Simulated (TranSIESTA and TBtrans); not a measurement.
Junction: Ag chain bridged by a linear CO unit along the axis. Leads: straight Ag chain, spacing 2.65 Å. Geometry: 4 atoms about the centre moved by SIESTA (PBE, DZP) to a largest force of 0.01 eV/Å, all others as built, motion along the axis alone.

Method: TranSIESTA and TBtrans, PBE, DZP numerical orbitals (energy shift 0.15 eV), PseudoDojo norm-conserving scalar-relativistic potentials, mesh cutoff 200 Ry, 300 K, spin-polarised (collinear), no spin-orbit coupling; self-consistent non-equilibrium Green functions.

Energies count from the leads' Fermi level. Transmissions are for each spin. The energy step is 0.01 eV; narrower resonances are cut or missed.

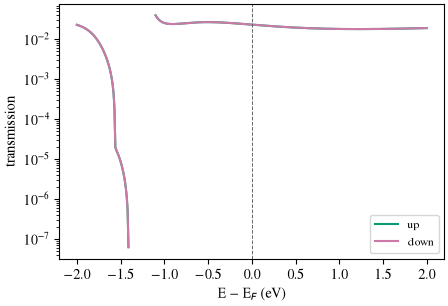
Transmission against energy

```csv
E (eV),T up,T down,lead channels up,down
-2.00,0.023,0.023,band edge,band edge
-1.80,0.012,0.012,3,3
-1.60,0.0010,0.0010,3,3
-1.40,0,0,0,0
-1.20,0,0,0,0
-1.00,0.026,0.026,1,1
-0.80,0.025,0.025,1,1
-0.60,0.027,0.027,1,1
-0.40,0.027,0.027,1,1
-0.20,0.025,0.025,1,1
0.00,0.023,0.023,1,1
0.20,0.022,0.022,1,1
0.40,0.020,0.020,1,1
0.60,0.019,0.019,1,1
0.80,0.018,0.018,1,1
1.00,0.018,0.018,1,1
1.20,0.018,0.018,1,1
1.40,0.018,0.018,1,1
1.60,0.018,0.018,1,1
1.80,0.019,0.019,1,1
2.00,0.019,0.019,1,1
```

Moments were seeded on the central atoms alone, and one start was tried. The straight chain is held at its spacing; free chains may zigzag or dimerise.
